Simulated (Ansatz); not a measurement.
System: C$_{8}$H$_{14}$O$_{3}$Zr (SMILES C[O][Zr]1234([O]C)([O]C)[CH]5[CH]1[CH]2[CH]3[CH]54).

Input

```
crystal:
  periodic: [false, false, false]
  atoms:
    - {symbol: C, position_ang: [-2.571753, -0.515970, 2.177924]}
    - {symbol: O, position_ang: [-1.395312, -0.100191, 1.584943]}
    - {symbol: Zr, position_ang: [0.049074, 0.178605, 0.327230]}
    - {symbol: O, position_ang: [1.666845, -0.372902, 1.238051]}
    - {symbol: C, position_ang: [2.837523, -1.054678, 1.511248]}
    - {symbol: O, position_ang: [0.188775, 2.095530, 0.087902]}
    - {symbol: C, position_ang: [0.214948, 3.326831, -0.539099]}
    - {symbol: C, position_ang: [0.931227, -1.122349, -1.671716]}
    - {symbol: C, position_ang: [-0.041838, -1.943487, -1.058289]}
    - {symbol: C, position_ang: [-1.297523, -1.322024, -1.218220]}
    - {symbol: C, position_ang: [-1.101145, -0.112254, -1.914954]}
    - {symbol: C, position_ang: [0.278160, 0.006924, -2.199864]}
    - {symbol: H, position_ang: [-3.150551, -1.168427, 1.509271]}
    - {symbol: H, position_ang: [-3.202587, 0.343018, 2.437369]}
    - {symbol: H, position_ang: [-2.367520, -1.075657, 3.098750]}
    - {symbol: H, position_ang: [2.757558, -1.602123, 2.458298]}
    - {symbol: H, position_ang: [3.073966, -1.781822, 0.721774]}
    - {symbol: H, position_ang: [3.682780, -0.360545, 1.593449]}
    - {symbol: H, position_ang: [-0.570690, 3.981982, -0.143563]}
    - {symbol: H, position_ang: [0.058264, 3.230630, -1.622656]}
    - {symbol: H, position_ang: [1.179651, 3.824314, -0.381439]}
    - {symbol: H, position_ang: [1.993157, -1.317212, -1.708254]}
    - {symbol: H, position_ang: [0.145485, -2.878234, -0.549623]}
    - {symbol: H, position_ang: [-2.241170, -1.694439, -0.847439]}
    - {symbol: H, position_ang: [-1.867570, 0.602726, -2.177576]}
    - {symbol: H, position_ang: [0.750234, 0.831747, -2.713536]}
basis:
  gaussian: {orbitals: def2-TZVPP}
hamiltonian: {xc: pbe0, dispersion: d4}
output: {orbitals: {seedname: orbitals}}
```

Run with:

```sh
ansatz run in.yaml --threads 11 --pin off --events-out ev --progress --plain --max-ram 174080MiB --backend cuda --devices 0, --max-vram 75GiB
```

Geometry: PBE0-D4/def2-TZVP; core potentials replace the inner electrons of Zr.

These are results of RKS PBE0-D4/def2-TZVPP in Ansatz 0.2.0, not measurements.

What will maps of the electron density and electron localisation function show?

Answer. C–C (1.41 Å): ρ is about 2 e/Å³ halfway; the ELF peaks at about 0.95 between the atoms, as expected for localised, covalent bonding.
C–H (1.08 Å): the density is about 2.1 e/Å³ at the midpoint; the ELF climbs to about 1 towards the hydrogen, as it does in any bond to H: a covalent bond by its length.

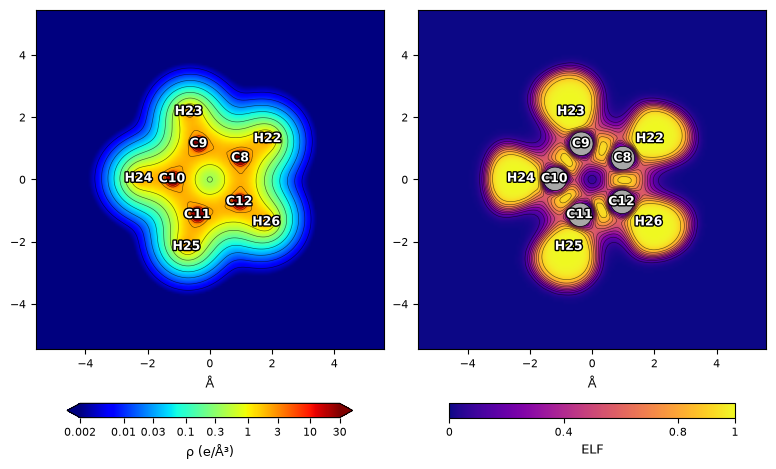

Computed electron density and electron localisation function on the plane of atoms C9, C8 and C12, in this order. Grey discs cover the atomic cores in the ELF map. 
